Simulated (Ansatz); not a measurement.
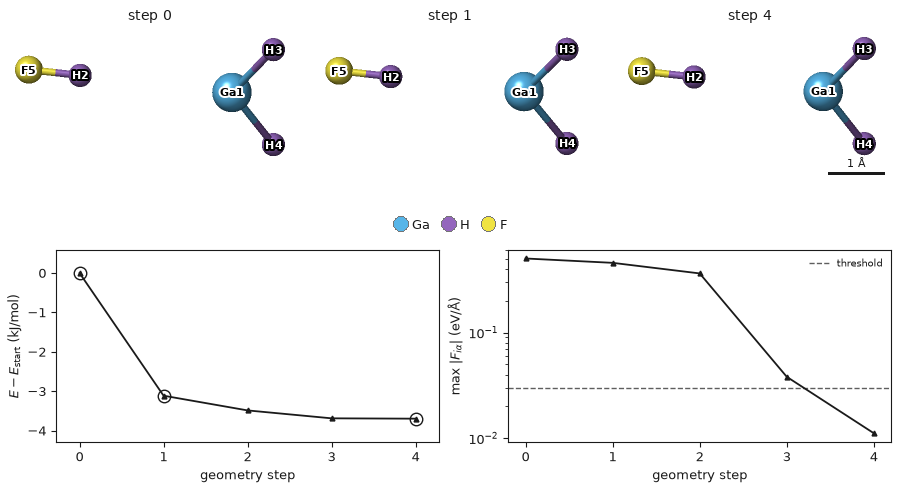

Frames of a relaxation of GaH$_{3}$F (multiplicity 2), marked on the history of the run. A ball-and-stick model, seen from a free direction.

The run prepares an end point of a later path (reaction) calculation, from a guessed geometry.

Computed with UKS PBE-D4/def2-SVP in Ansatz. (collinear spin; force threshold 0.03 eV/Å; at most 50 steps)

> Describe the path.

H2 moves most after the best rigid fit: 0.25 Å. Largest moves by element: H 0.25 Å, F 0.24 Å, Ga 0.16 Å. Near-neighbour distances that change, for instance: Ga1–H2 2.766 → 2.353 Å, H2–F5 0.933 → 0.951 Å. Over 4 geometry steps the energy falls by 3.70 kJ/mol. Largest force component: 0.5 eV/Å at the start, 0.011 eV/Å at the end. From step 0 to 1: H2 moves most (0.19 Å), energy −3.11 kJ/mol. From step 1 to 4: H2 moves most (0.06 Å), energy −0.58 kJ/mol.

Limits of the set-up: the start holds two separate molecules, 2.8 Å apart at their closest, whose relative position is a soft coordinate.
